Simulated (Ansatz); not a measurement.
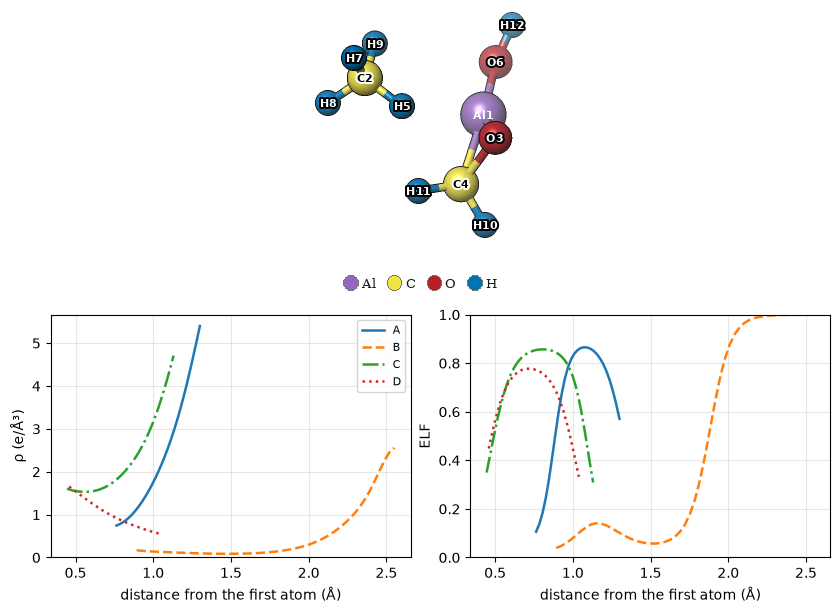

Figure 1: CH₃AlO₂···CH₄. Total electron density and electron localisation function along straight lines between neighbouring atoms. The curves leave out the atomic cores. The structure is drawn too.

Not at a stationary point (largest force 1.2 eV/Å).

Level of theory: RKS BHLYP-D4/def2-SVP in Ansatz.

```xyz
12

Al   -1.3209    0.5996    0.3212
C     1.7161   -0.6038    0.3222
O    -0.6693    1.1551   -1.1567
C    -1.1405   -0.2265   -1.4160
H     1.0070   -0.1756   -0.3778
O    -1.6385    1.0051    1.8893
H     2.7139   -0.2313    0.0822
H     1.7011   -1.6951    0.2550
H     1.4756   -0.3075    1.3506
H    -1.9435   -0.2587   -2.1553
H    -0.3409   -0.9196   -1.6843
H    -1.5601    1.6582    2.5697
```

Which curve belongs to which contact (Al–H, Al–O, C–Al and C–O)? The first atom named is at distance zero.

Answer. Curve A: Al–O (1.65 Å): ρ is about 0.87 e/Å³ halfway; the ELF peaks at about 0.85 in the valence shell of O, 0.6 Å from its nucleus, and is about 0.25 at the midpoint. Curve B: Al1···H5 (2.55 Å): the density falls to about 0.09 e/Å³ on the way; the ELF climbs to about 1 towards the hydrogen. Curve C: C–O (1.48 Å): ρ at the midpoint is about 1.8 e/Å³, with its minimum of 1.5 e/Å³ about 0.6 Å from C; the ELF peaks at about 0.85 between the atoms; a shared but strongly polarised pair. Curve D: C–Al (1.93 Å): ρ is about 0.63 e/Å³ halfway; the ELF peaks at about 0.80 in the valence shell of C, 0.7 Å from its nucleus, and is about 0.55 at the midpoint.
